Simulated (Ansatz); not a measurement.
## Effect of x(Hf) = 0.5, 8 atoms, P3m1 on Lu

Start from Lu in the hcp (Mg type) structure (space group P6_3/mmc, No. 194; a = 3.445 Å, c = 5.349 Å).

The other end (x = 1) is Hf in the hcp (Mg type) structure (space group P6_3/mmc, No. 194): 21.61 Å³/atom, gap zero.

Now apply this change: a fraction x = 0.5 of the Lu sites is given to Hf, ordered in a cell of 8 atoms (starting symmetry P3m1) and fully relaxed.

All numbers come from PBEsol (Ansatz, a quantum-chemistry and plane-wave program; PAW; 420 eV plane waves; without spin-orbit coupling). Settings: 16×16×3 k-points, 0.05 eV Fermi–Dirac smearing, for the changed cell.

- Volume per atom = 24.06 Å³ (base 27.49 Å³)
- Density = 12.20 g/cm³ (base 10.57 g/cm³)
- Shortest interatomic distance = 3.064 Å (base 3.333 Å)
- Band gap = zero (base zero)
- Mixing energy = +0.05 eV/atom (to 0.01 eV only: unlike meshes or grids)
- Deviation of the volume from the linear (Vegard-type) interpolation = -2.0 %

Final structure:

```yaml
crystal:
  lattice:
    - [3.27333, 0.00000, 0.00000]
    - [-1.63666, 2.83479, 0.00000]
    - [0.00000, 0.00000, 20.73902]
  atoms:
    - { symbol: Hf, position: [0.66667, 0.33333, 0.81866] }
    - { symbol: Lu, position: [0.66667, 0.33333, 0.56062] }
    - { symbol: Hf, position: [0.66667, 0.33333, 0.30191] }
    - { symbol: Hf, position: [0.66667, 0.33333, 0.06880] }
    - { symbol: Lu, position: [0.33333, 0.66667, 0.94250] }
    - { symbol: Lu, position: [0.33333, 0.66667, 0.69600] }
    - { symbol: Lu, position: [0.33333, 0.66667, 0.42642] }
    - { symbol: Hf, position: [0.33333, 0.66667, 0.18509] }
```

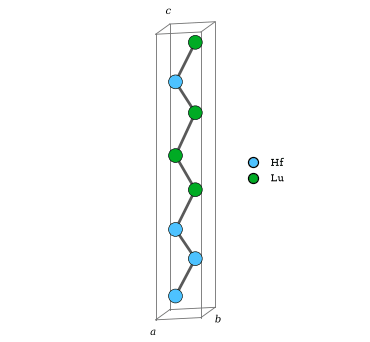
Fig. 1. The relaxed conventional cell after the change

Cost of the whole job for the changed cell (relaxation, final SCF and bands): roughly 40 core-minutes.

Each cell is one ordered arrangement of few atoms, which overstates ordering effects compared with a random alloy. Whether these cells are dynamically stable was not tested. The final runs are not spin-polarised. LuHf has a high density of states at the Fermi level and may be magnetic at this level.
